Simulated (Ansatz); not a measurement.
# NOF (nitrosyl fluoride): FCI/STO-3G

Aim: the electronic atomisation energy of NOF (nitrosyl fluoride) at FCI/STO-3G, from 4 runs. 

The calculation is run with Ansatz 0.2.0.

63 further runs of the same task are left out: 16 that didn't finish, 47 set aside as unsound or not needed.

### 1 The system as given

The species is NOF (3 atoms), meant as a singlet with charge 0. As SMILES, `O=NF`. The coordinates come from a PBE0-D4/def2-TZVP relaxation.

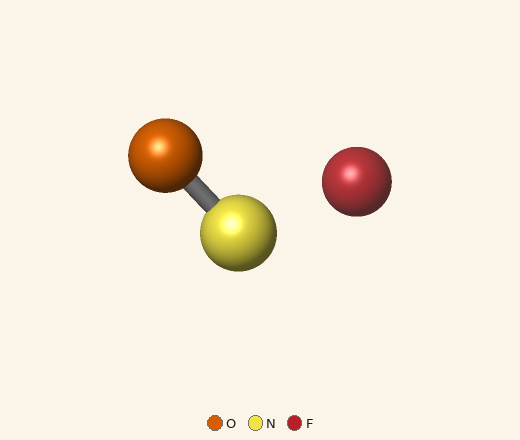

The structure, seen from a chosen angle (oxygen orange, nitrogen yellow, fluorine red).

### 2 A single-point energy at FCI/STO-3G

run.yaml reads:

```yaml
crystal:
  periodic: [false, false, false]
  atoms:
    - {symbol: O, position_ang: [0.868350, 0.242970, 0.504740]}
    - {symbol: "N", position_ang: [0.148930, -0.482540, 0.029910]}
    - {symbol: F, position_ang: [-1.017290, 0.239580, -0.534650]}
basis:
  gaussian:
    orbitals: STO-3G
correlation:
  method: fci
  frozen_orbitals: {F: 1, "N": 1, O: 1}
accuracy: high
```

Started as:

```sh
$ ansatz run run.yaml --threads 1 --pin off --max-ram 3480MiB --events-out events.jsonl --progress --plain --runs-dir runs
```

Standard output:

```text
Warning: RAYON_NUM_THREADS=1 ignored (pool sized by the plan → 1); use --threads N
Functional definition: HF
  name "HF"
  exchange = exact_x
  correlation = 0
251 factors; integrals over basis functions are off by at most 3.5e-8 eV
mean field evaluation 1: about -6132.4955 eV, gradient 2.7e1 eV
mean field evaluation 2: about -6132.6409 eV, gradient 2.7e1 eV
mean field evaluation 4: about -6136.0161 eV, gradient 2.8e0 eV
mean field evaluation 8: about -6136.1243 eV, gradient 1.5e-1 eV
mean field -6136.12442552 eV, -225.4984134232 hartree, gradient 1.1e-8 eV, S^2 0.000000; 0 other end points of the search recorded, 0 dependent functions left out; unrestricted orbitals would lower it
mean field evaluation 16: about -6135.8579 eV, gradient 5.8e0 eV
3 core orbitals not correlated: weight in the atoms' cores, before any rotation towards them, 1.000 or more for the frozen orbitals, at most 0.000 for the correlated occupied ones
reference -6136.12442552 eV, -225.4984134232 hartree; 9, 9 occupied and 3, 3 virtual orbitals, 251 factors
state -6141.12049726 eV, -225.6820156734 hartree
Total energy: -6141.12049726 eV, -225.6820156734 hartree
```

Wall time 0.4 s (1 thread of Intel Xeon Platinum 8488C (Sapphire Rapids), shared host).

### 3 The F atom at the same level

run.yaml reads:

```yaml
crystal:
  periodic: [false, false, false]
  atoms:
    - {symbol: F, position_ang: [0.000000, 0.000000, 0.000000]}
basis:
  gaussian:
    orbitals: STO-3G
magnetization:
  spin_polarized: true
  initial_magnetization: 1
correlation:
  method: fci
  frozen_orbitals: {F: 1}
accuracy: high
```

Run the same way, it converges to -97.98651 Eh (log not shown).

### 4 The N atom at the same level

in.yaml reads:

```yaml
crystal:
  periodic: [false, false, false]
  atoms:
    - {symbol: "N", position_ang: [0.000000, 0.000000, 0.000000]}
basis:
  gaussian:
    orbitals: STO-3G
magnetization:
  spin_polarized: true
  initial_magnetization: 3
correlation:
  method: fci
  frozen_orbitals: {"N": 1}
accuracy: high
total_charge: 0
```

Run the same way, it converges to -53.71901 Eh (log not shown).

### 5 The O atom, same level

molecule.yaml reads:

```yaml
crystal:
  periodic: [false, false, false]
  atoms:
    - {symbol: O, position_ang: [0.000000, 0.000000, 0.000000]}
basis:
  gaussian:
    orbitals: STO-3G
magnetization:
  spin_polarized: true
  initial_magnetization: 2
correlation:
  method: fci
  frozen_orbitals: {O: 1}
accuracy: high
```

Run the same way, it converges to -73.80415 Eh (log not shown).

### 6 What came out

At FCI/STO-3G, 3 core orbitals frozen:

| quantity | value |
| --- | --- |
| molecule: total energy | -225.68202 Eh |
| molecule: correlation energy (3 core orbitals frozen) | -183.6 mEh |
| F atom: total energy | -97.98651 Eh |
| F atom: correlation energy (1 core orbital frozen) | 0.0 mEh |
| N atom: total energy | -53.71901 Eh |
| N atom: correlation energy (1 core orbital frozen) | 0.0 mEh |
| O atom: total energy | -73.80415 Eh |
| O atom: correlation energy (1 core orbital frozen) | 0.0 mEh |
| electronic atomisation energy | 4.690 eV |

**Reading.** Taking the molecule apart into free atoms costs 4.69 eV (108 kcal/mol), before zero-point energy and without spin-orbit coupling. In a minimal basis such a difference can be off by several eV, whatever the method. The restricted solution (molecule) is unstable to spin breaking: an unrestricted one lies lower.
